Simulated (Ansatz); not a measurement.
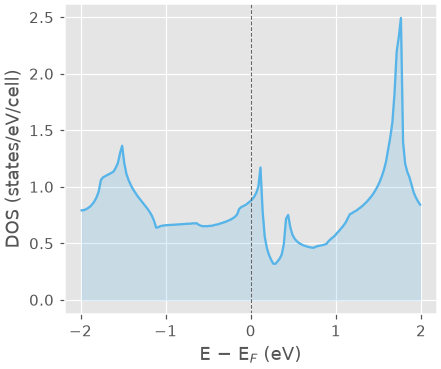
Fig. 1. Density of states of IrB (P-6m2) near the Fermi level, PBEsol, rigid bands (Ansatz, a first-principles code).

Question: With 2 atoms a cell, what bare Sommerfeld coefficient γ = (π²/3) k_B² N(E_F) follows?

Answer: N(E_F) ≈ 0.88 states/eV a cell at 300 K, so γ ≈ 1.04 mJ/(mol of atoms·K²), before many-body enhancement (phonons, spin fluctuations, correlation).

Question: How far does the Fermi level move in a rigid band for 0.1 electron a cell added or removed?

Answer: 109 meV and -119 meV.

A metal at this level (no band gap); rigid bands, thermally averaged at 300 K, both spins. Spin-orbit coupling is left out, which matters with elements this heavy. Geometry: cell and atoms relaxed with PBEsol.

Computed structure with no diffraction record at hand here (it may be known, metastable or hypothetical): IrB (P-6m2).
